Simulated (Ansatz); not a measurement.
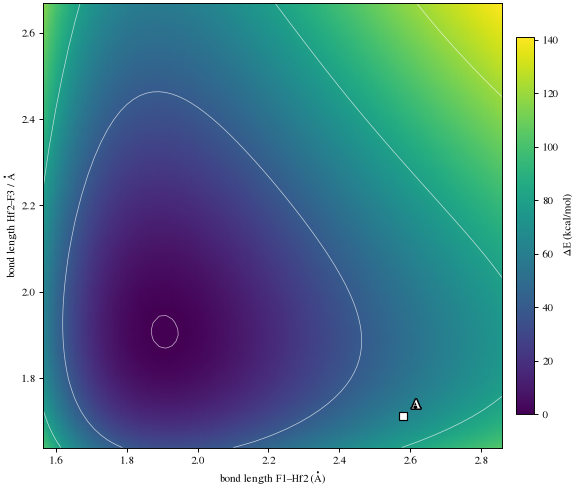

ClF₃Hf, SMILES [F][Hf]([F])([F])[Cl]. 
- First axis: bond length F1–Hf2. Second axis: bond length Hf2–F3.
- Nothing is relaxed (all other coordinates rigid).
- The grid has 15 × 15 points.
- Energies: kcal/mol, counted from the lowest grid point.
- The reference is spin-restricted, which grows unreliable where a bond is stretched far.
- Computed with RKS PBE-D4/def2-TZVP in Ansatz 0.2.0.

In the figure: a smooth colour map with a few white contour lines, the point A. Between grid points the surface is interpolated.

### Is A at rest? If not, where is it pushed?

A, at bond length F1–Hf2 = 2.581 Å, bond length Hf2–F3 = 1.713 Å, is not a stationary point. The computed force is 87 kcal/mol for each Å towards smaller values of bond length F1–Hf2 and 170 kcal/mol for each Å towards larger values of bond length Hf2–F3.
